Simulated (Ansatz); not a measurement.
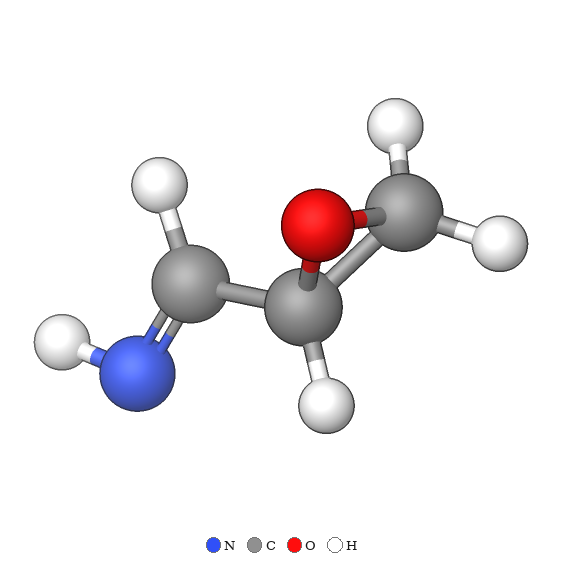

A ball-and-stick model of a molecule.

The computed structure is the end point of a PBE0-D4/def2-TZVP optimisation.

Which formula does it have?

C3H5NO, 10 atoms: 3 carbon, 5 hydrogen, 1 nitrogen and 1 oxygen.

Describe its rings.

Independent rings (smallest set): 1 of 3 members.

Name functional groups in it.

Among them: ether, imine.

How many bonds of each kind are drawn?

4 C–H, 2 C–C, 2 C–O, 1 C–N, 1 N–H.

More results for the same structure follow; atom numbers are the same in all pictures, views and colours differ.

**Geometry**

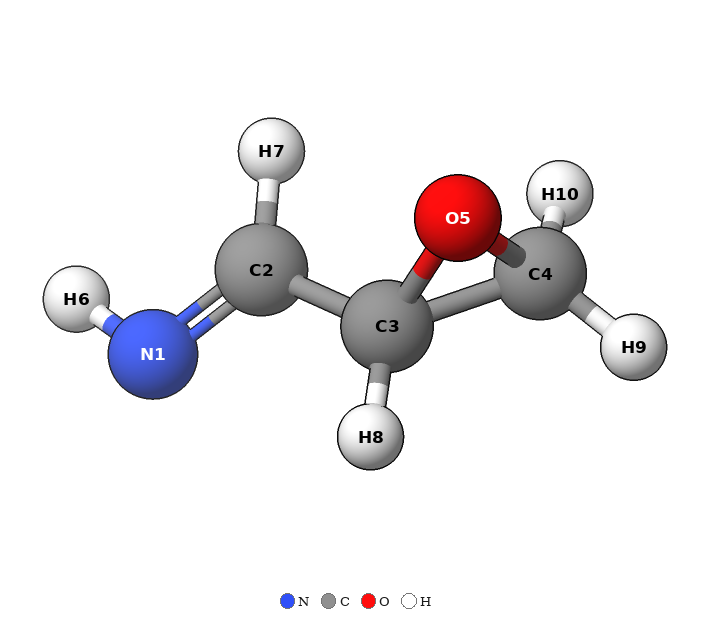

Atoms carry their numbers in the input.

What are the angles N1–C2–C3, N1–C2–H7, C2–N1–H6, C2–C3–C4, C2–C3–O5, C2–C3–H8, C3–C2–H7, C3–C4–O5, C3–C4–H10, C3–O5–C4, C4–C3–H8, O5–C4–H10?

```json
{"angle": "N1–C2–C3", "degrees": "120.6"}
{"angle": "N1–C2–H7", "degrees": "124.7"}
{"angle": "C2–N1–H6", "degrees": "111.1"}
{"angle": "C2–C3–C4", "degrees": "119.8"}
{"angle": "C2–C3–O5", "degrees": "115.4"}
{"angle": "C2–C3–H8", "degrees": "115.5"}
{"angle": "C3–C2–H7", "degrees": "114.6"}
{"angle": "C3–C4–O5", "degrees": "59.3"}
{"angle": "C3–C4–H10", "degrees": "119.5"}
{"angle": "C3–O5–C4", "degrees": "62.3"}
{"angle": "C4–C3–H8", "degrees": "119.2"}
{"angle": "O5–C4–H10", "degrees": "115.5"}
```

**Vibrations**

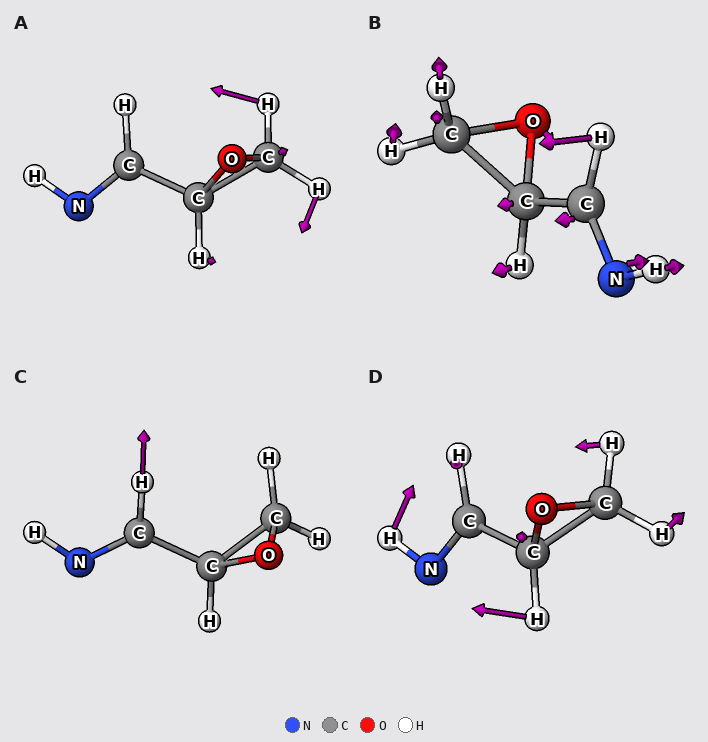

4 normal modes of one molecule or complex, as arrows. Harmonic vibrations computed with RKS PBE0-D4/def2-TZVP (Ansatz 0.2.0) at a stationary point of the same level.

Match the panels to the wavenumbers 128 cm⁻¹, 1081 cm⁻¹, 1524 cm⁻¹, 3036 cm⁻¹.

A: 1524 cm⁻¹
B: 128 cm⁻¹, a torsion or out-of-plane motion in which bond lengths and bond angles hardly change
C: 3036 cm⁻¹, C–H stretching
D: 1081 cm⁻¹, angle bending

**Thermal motion**

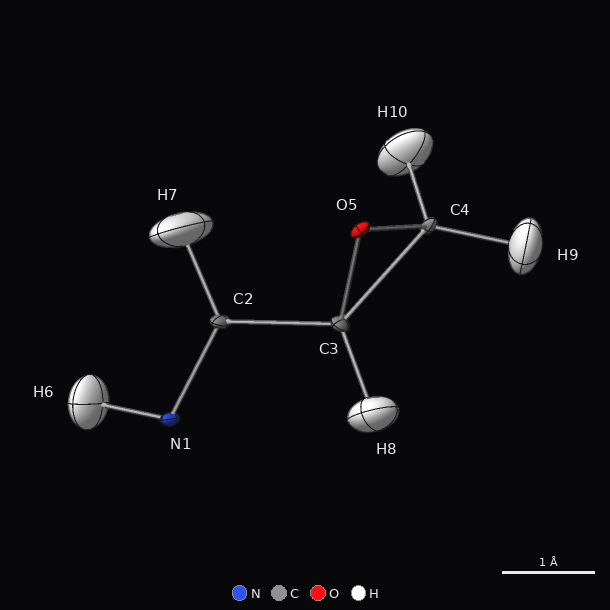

Displacement ellipsoids at the 50 % level, enlarged 1.5 times, from the internal vibrations of the free molecule (harmonic, no overall translation or rotation; no half-axis is drawn under 0.075 Å). Vibrations computed with RKS PBE0-D4/def2-TZVP (Ansatz 0.2.0). Temperature: 200 K.

Give the displacement parameters, one line for each set of equivalent atoms.

```json
{"atom": "N1", "U_eq (Å²)": "0.0029", "rms amplitudes (Å)": "0.028, 0.038, 0.081"}
{"atom": "C2", "U_eq (Å²)": "0.0029", "rms amplitudes (Å)": "0.032, 0.043, 0.078"}
{"atom": "C3", "U_eq (Å²)": "0.0025", "rms amplitudes (Å)": "0.031, 0.046, 0.067"}
{"atom": "C4", "U_eq (Å²)": "0.0018", "rms amplitudes (Å)": "0.028, 0.034, 0.058"}
{"atom": "O5", "U_eq (Å²)": "0.0015", "rms amplitudes (Å)": "0.025, 0.031, 0.053"}
{"atom": "H6", "U_eq (Å²)": "0.0157", "rms amplitudes (Å)": "0.075, 0.131, 0.156"}
{"atom": "H7", "U_eq (Å²)": "0.0269", "rms amplitudes (Å)": "0.080, 0.127, 0.241"}
{"atom": "H8", "U_eq (Å²)": "0.0139", "rms amplitudes (Å)": "0.082, 0.124, 0.141"}
{"atom": "H9", "U_eq (Å²)": "0.0148", "rms amplitudes (Å)": "0.079, 0.122, 0.153"}
{"atom": "H10", "U_eq (Å²)": "0.0152", "rms amplitudes (Å)": "0.075, 0.120, 0.160"}
```

**Dipole moment**

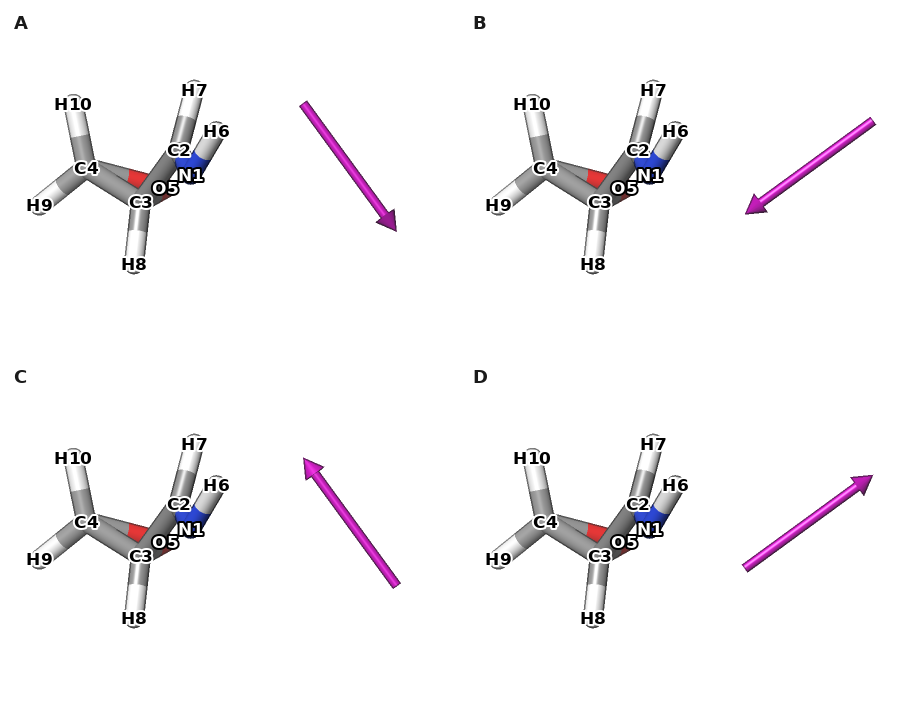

The same molecule four times, each with an arrow. Level of theory: RKS r2SCAN-D4/def2-TZVPP (Ansatz 0.2.0).

Which arrow points along the dipole moment, from the negative to the positive end?

C. The dipole moment is 1.96 D; it points from the side of H8 to the side of H10 (the outermost atoms at the two ends).

**Electronic properties**

Level of theory: RKS BHLYP-D4/def2-TZVPP (Ansatz 0.2.0).

Computed properties:

- HOMO energy (Kohn–Sham orbital): −9.42 eV
- LUMO energy (Kohn–Sham orbital): 0.61 eV
- HOMO–LUMO gap: 10.02 eV
- dispersion correction: −17.0 kJ/mol
